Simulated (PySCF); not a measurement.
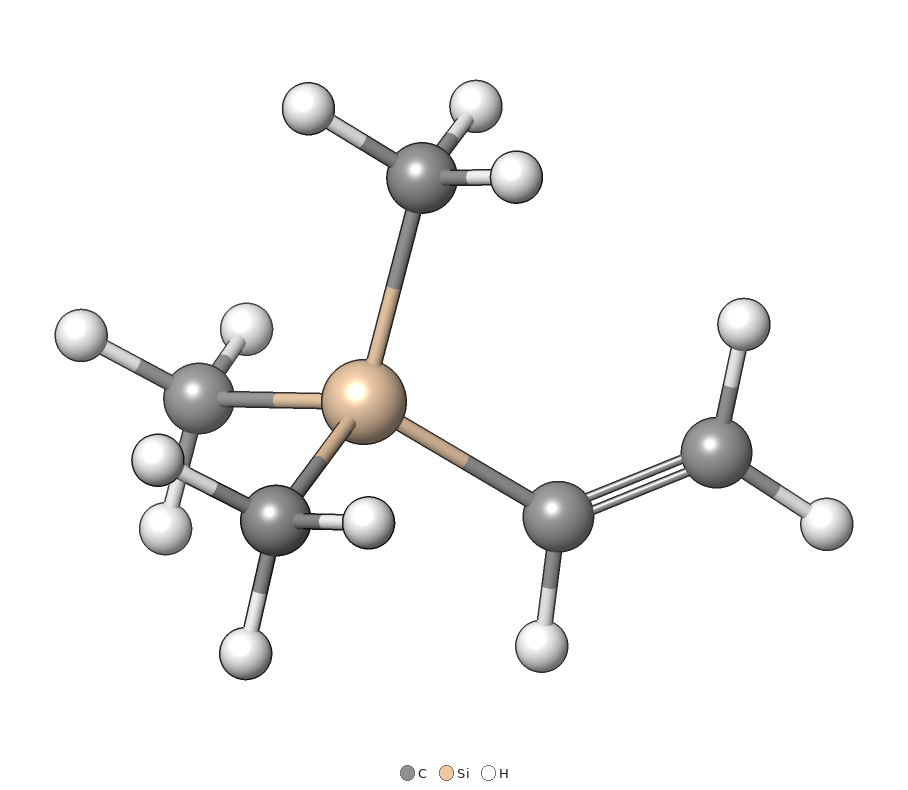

A ball-and-stick model of a molecule. Multiple sticks mark multiple bonds (one Kekulé form).

Computed geometry: PBE0-D3(BJ)/def2-SVP optimisation. No frequency run is at hand to confirm it as a minimum.

Describe the molecule.

Formula C5H12Si. SMILES: `C=C[Si](C)(C)C`. It has no ring. Among its groups: alkene. Coordination: 2 C trigonal planar; 1 Si tetrahedral; 3 C tetrahedral.

The parts below concern this one geometry. Atoms keep their numbers from picture to picture.

### Shape

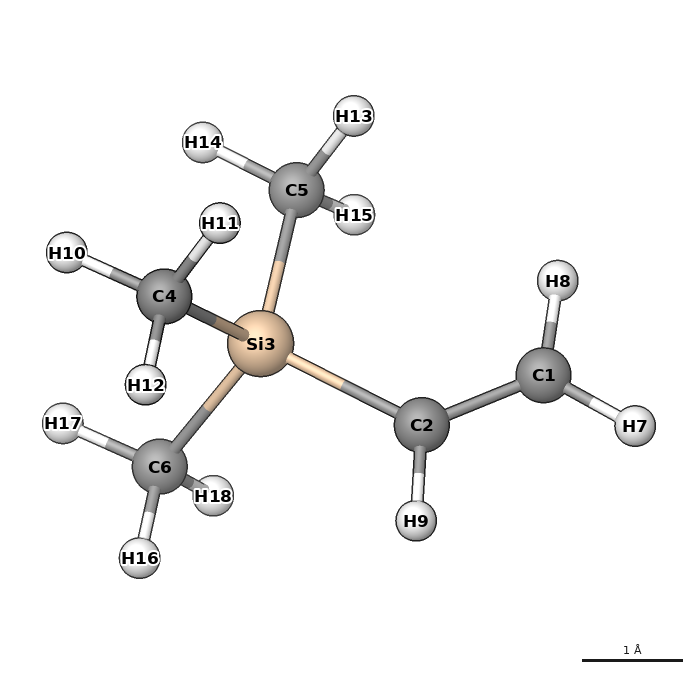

Atoms carry their numbers in the input. No frequency run is at hand to confirm it as a minimum.

Give these bond angles: C2–C1–H7, C2–C1–H8, C2–Si3–C4, C2–Si3–C5, C2–Si3–C6, Si3–C4–H11, Si3–C4–H12, Si3–C5–H13, Si3–C5–H14, Si3–C5–H15, Si3–C6–H17, Si3–C6–H18.

```csv
angle,degrees
C2–C1–H7,122.4
C2–C1–H8,121.8
C2–Si3–C4,108.9
C2–Si3–C5,109.8
C2–Si3–C6,108.8
Si3–C4–H11,111.0
Si3–C4–H12,111.0
Si3–C5–H13,111.3
Si3–C5–H14,110.4
Si3–C5–H15,111.4
Si3–C6–H17,111.0
Si3–C6–H18,111.0
```

### Bond orders

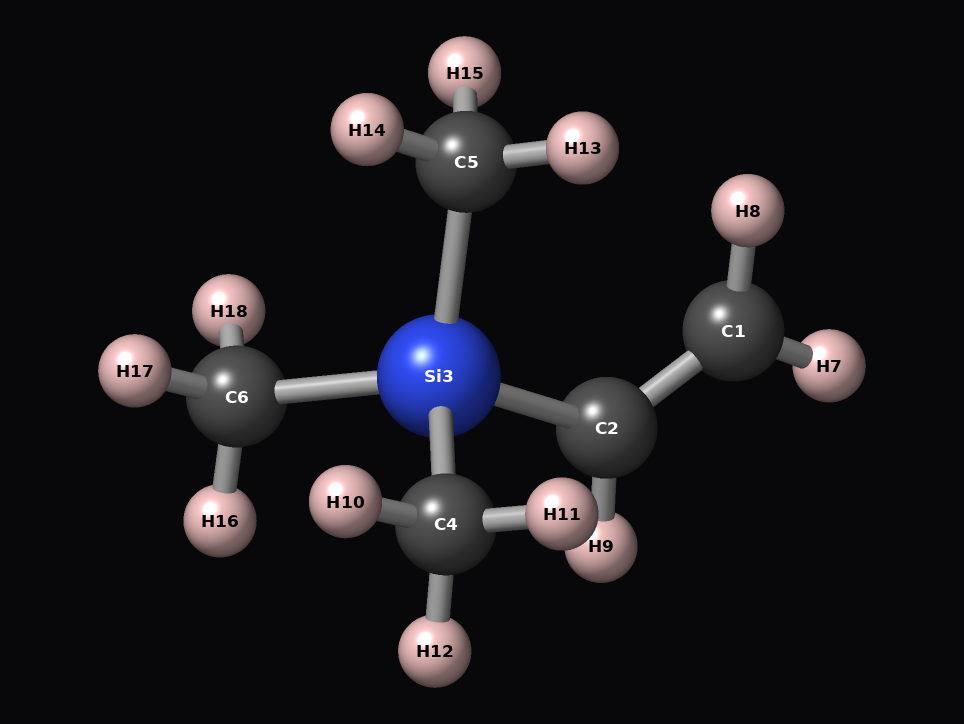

Every bond is drawn as one stick. No frequency run is at hand to confirm it as a minimum. Level of theory: PBE0/pcSseg-1 in chloroform (IEF-PCM) (PySCF 2.14.0).

**Which bond between heavy atoms has the highest Mayer bond order?**

C1–C2, 2.00, at a length of 1.338 Å.

**Which bond between heavy atoms has the lowest Mayer bond order?**

C2–Si3, 0.86, at 1.878 Å.

List the Mayer bond orders of C1–C2, C2–Si3, Si3–C4, Si3–C5, Si3–C6 (bonds between heavy atoms, one of each equivalent set). Atoms whose distances differ by more than 0.02 Å in this geometry are listed apart.

```csv
bond,Mayer order,length (Å)
C1–C2,2.00,1.338
C2–Si3,0.86,1.878
Si3–C4,0.97,1.884
Si3–C5,0.97,1.882
Si3–C6,0.97,1.884
```

### Electronic properties

No frequency run is at hand to confirm it as a minimum. Level of theory: CAM-B3LYP/def2-SVPD in dimethylsulfoxide (IEF-PCM) (PySCF 2.14.0). Excitations: vertical, linear response.

**Estimate the lowest vertical singlet excitation.**

6.50 eV.

**Estimate the brightest of the 6 lowest singlets.**

6.97 eV.

**What is the dipole moment?**

0.21 D.

**Estimate the HOMO–LUMO gap.**

9.89 eV.

### Polarisability

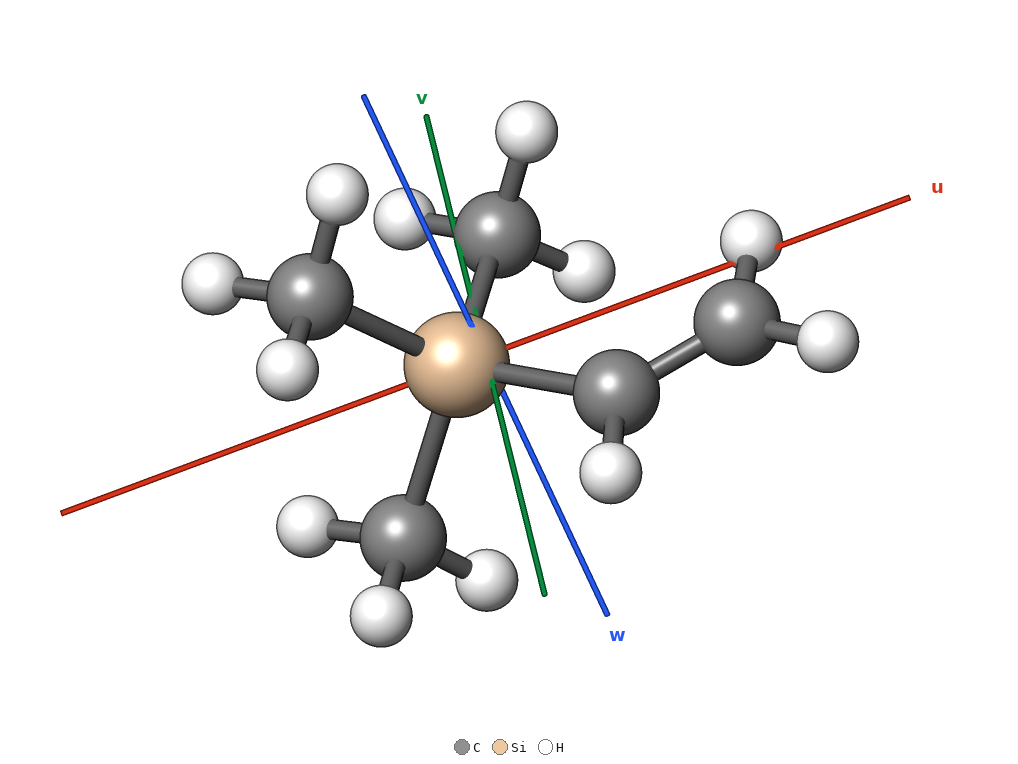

The lines u, v and w are the principal axes of the static dipole polarisability. No frequency run is at hand to confirm it as a minimum. Method: CAM-B3LYP/def2-SVPD (PySCF 2.14.0).

**Along which axis is the molecule most polarisable, and along which least?**

Most along u, least along w.

**Give the three principal values.**

u 100.4, v 83.5, w 79.7 bohr³; mean 87.9, anisotropy 19.1 bohr³.

### Charges

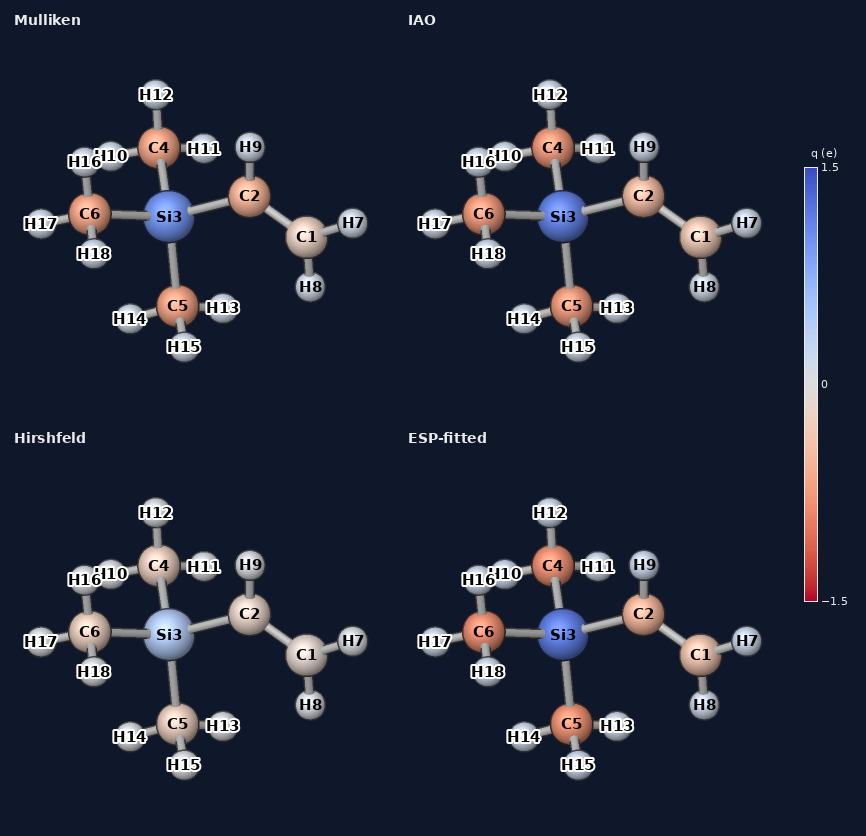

Atomic charges of one calculation by 4 schemes, on one colour scale. No frequency run is at hand to confirm it as a minimum. Method: PBE0/pcSseg-1 in chloroform (IEF-PCM) (PySCF 2.14.0).

**On which atom do the schemes disagree most?**

On Si3 (from 0.40 to 1.13 e).

List the charges (e), one line for each set of equivalent atoms. Atoms whose distances differ by more than 0.02 Å in this geometry are listed apart.

| atom | Mulliken | IAO | Hirshfeld | ESP-fitted |
| --- | --- | --- | --- | --- |
| C1 | −0.19 | −0.29 | −0.09 | −0.33 |
| C2 | −0.51 | −0.43 | −0.15 | −0.48 |
| Si3 | 0.96 | 1.10 | 0.40 | 1.13 |
| C4 | −0.63 | −0.72 | −0.22 | −0.80 |
| C5 | −0.65 | −0.72 | −0.22 | −0.78 |
| C6 | −0.64 | −0.72 | −0.22 | −0.80 |
| H7 | 0.13 | 0.15 | 0.05 | 0.18 |
| H8 | 0.13 | 0.14 | 0.04 | 0.15 |
| H9 | 0.13 | 0.15 | 0.04 | 0.19 |
| H10 | 0.14 | 0.15 | 0.04 | 0.18 |
| H11 | 0.14 | 0.15 | 0.04 | 0.17 |
| H12 | 0.14 | 0.15 | 0.04 | 0.17 |
| H13 | 0.14 | 0.15 | 0.04 | 0.17 |
| H14 | 0.15 | 0.15 | 0.04 | 0.17 |
| H15 | 0.14 | 0.15 | 0.04 | 0.17 |
| H16 | 0.14 | 0.15 | 0.04 | 0.17 |
| H17 | 0.14 | 0.15 | 0.04 | 0.18 |
| H18 | 0.14 | 0.15 | 0.04 | 0.17 |

Mulliken values depend strongly on the basis set and can even reverse the polarity of a bond.
